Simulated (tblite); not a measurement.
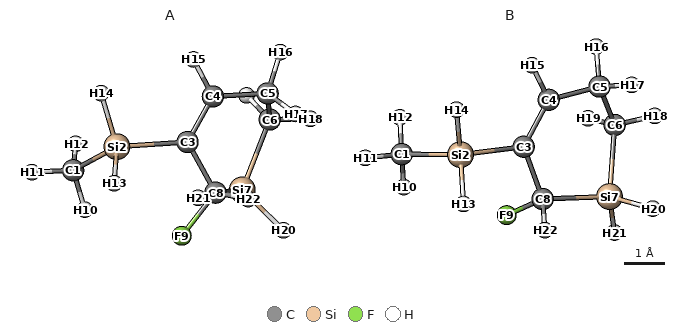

Two geometries of C6H13FSi2, drawn at one scale. One is the start of a relaxation, the other its converged end. The picture is a ball-and-stick view, seen at a tilt.

Method: tblite, GFN2-xTB geometry optimisation, gas phase. 

Which one is relaxed?

Structure A is the relaxed one. After 196 geometry steps the energy has fallen by 7.01 kcal/mol. The largest move after the best rigid fit is that of H21, 2.12 Å. Largest moves by element: H 2.12 Å, F 1.78 Å, Si 0.81 Å, C 0.65 Å. Some distances before and after: C1–Si2 1.855 → 1.898 Å, C3–C8 1.526 → 1.492 Å, Si7–C8 1.893 → 1.924 Å, Si2–H14 1.495 → 1.470 Å. Bond angles that change, for instance: C4–C3–C8 125.8° → 118.6°, C3–C8–Si7 115.5° → 109.7°, C8–Si7–H21 114.3° → 108.5°. Groups turn about Si7–C8 by about 70°, C3–C8 by about 60°, C6–Si7 by about 40°.
